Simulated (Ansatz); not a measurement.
Pulling on the B1–H2 bond in BBrH2 (SMILES BBr) (multiplicity 1 held, fragments rigid). Energies count from the point at 1.183 Å.
Geometry at that point (charge 0, multiplicity 1):
```json
[
 {"atom": "B", "x (Å)": "-0.8490", "y (Å)": "-1.2912", "z (Å)": "0.2112"},
 {"atom": "H", "x (Å)": "-0.4717", "y (Å)": "-2.0737", "z (Å)": "1.0149"},
 {"atom": "H", "x (Å)": "-1.8265", "y (Å)": "-1.4215", "z (Å)": "-0.4431"},
 {"atom": "Br", "x (Å)": "0.1869", "y (Å)": "0.2843", "z (Å)": "-0.0465"}
]
```

Restricted levels (R-, RO-) in cc, def2 and unpolarised 6-31G sets keep to the state of the molecule at rest. Active spaces are followed from a long bond inwards. Levels need not reach the same state.

Correlated levels freeze the cores. Filled d and f shells under p-block atoms count as core.

Run with Ansatz (Gaussian orbitals). Values without a source in brackets are computed.

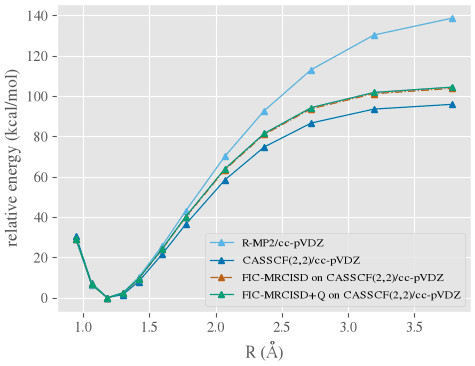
Figure. Relative energy along the coordinate

Doubts at one or more of the structures used: a restricted determinant that unrestricted orbitals would lower (R-MP2/cc-pVDZ).

Ansatz is a first-principles code.
